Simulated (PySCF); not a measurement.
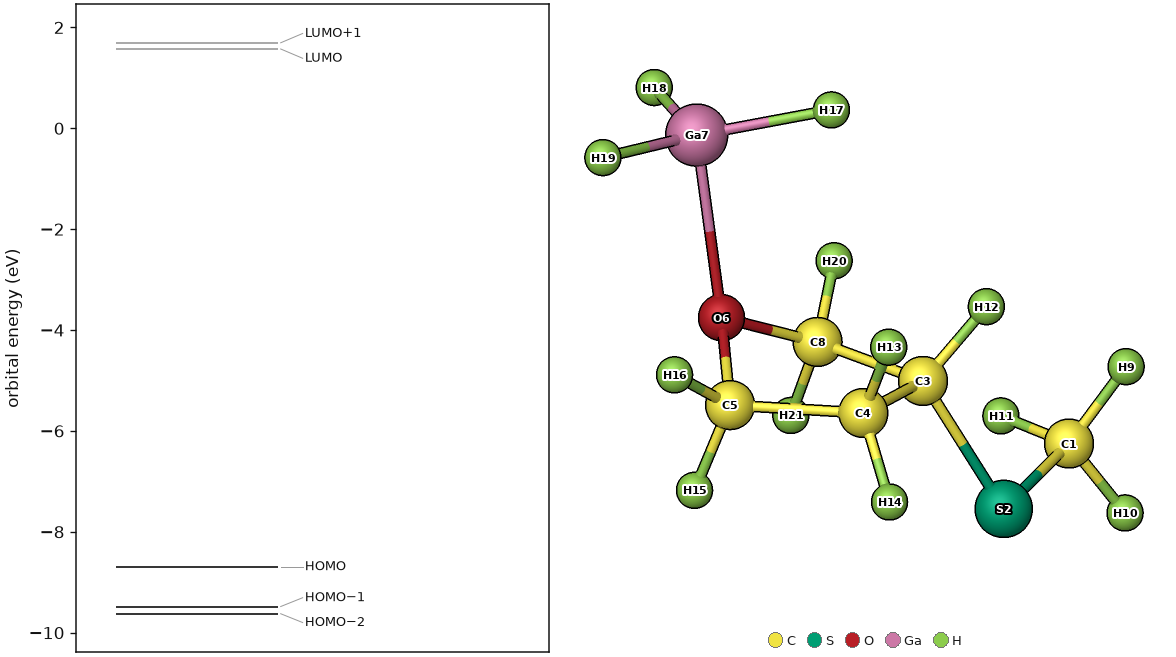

C₅H₁₃GaOS, SMILES CS[C@@H]1CC[O+]([GaH3-])C1, singlet. Kohn-Sham orbital energies near the frontier, ωB97X-D/def2-SVPD with PySCF, at a PBE0-D3(BJ)/def2-SVP geometry (no frequency check), isolated molecule; empty levels in grey, levels within 0.03 eV side by side.

**Where do the frontier orbitals lie?**

HOMO at −8.69 eV, LUMO at 1.57 eV, 10.26 eV apart.

**List the levels with the atoms that carry most of them (a dash for levels above zero or within 0.03 eV of another, where shares mean little).**

| orbital | energy (eV) | Löwdin shares |
| --- | --- | --- |
| LUMO+1 | 1.70 | – |
| LUMO | 1.57 | – |
| HOMO | −8.69 | S2 68 %, C1 10 %, C3 8 % |
| HOMO−1 | −9.48 | Ga7 37 %, H17 32 %, H18 17 % |
| HOMO−2 | −9.62 | Ga7 39 %, H19 32 %, H18 18 % |

Known limits of this run: one conformer of a flexible molecule; empty levels above zero depend strongly on the basis.
